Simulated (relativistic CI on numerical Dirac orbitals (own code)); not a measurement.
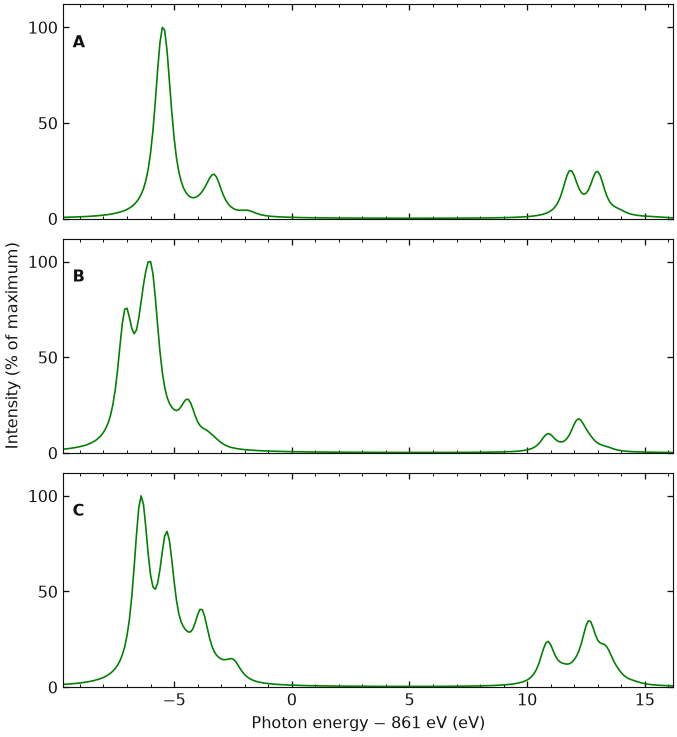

L₂,₃ X-ray absorption of Ni²⁺ (nickel, Z = 28), [Ar] 3d⁸, in 3 environments. Multiplet model: relativistic Dirac–Coulomb–Breit theory, one configuration a step, Slater integrals scaled by 0.8, 10 K, Voigt broadening (Lorentzian 0.6 eV, Gaussian 0.3 eV full widths), computed with a radial Dirac CI code.

(1) a field of D3d symmetry with 10Dq = 15,450, Dσ = −530, Dτ = 150 cm⁻¹
(2) a field of D4h symmetry with 10Dq = 9,000, Ds = 1,590, Dt = 1,150 cm⁻¹
(3) a field of D4h symmetry with 10Dq = 16,700, Ds = 1,760, Dt = 760 cm⁻¹

Which panel belongs to which field?

Answer. A is (1), maxima at 855.5 eV (100), 857.7 eV (23), 872.8 eV (25) and 874.0 eV (25); B is (2), maxima at 854.0 eV (76), 855.0 eV (100), 856.6 eV (28), 871.9 eV (10) and 873.2 eV (18); C is (3), maxima at 854.6 eV (100), 855.7 eV (81), 857.1 eV (41), 871.9 eV (24) and 873.6 eV (35) (heights in % of each maximum). The ground-state spin is S = 1.00 in all.

Limits of the model: free-ion energies, so absolute edge positions are off by a few eV from solids.
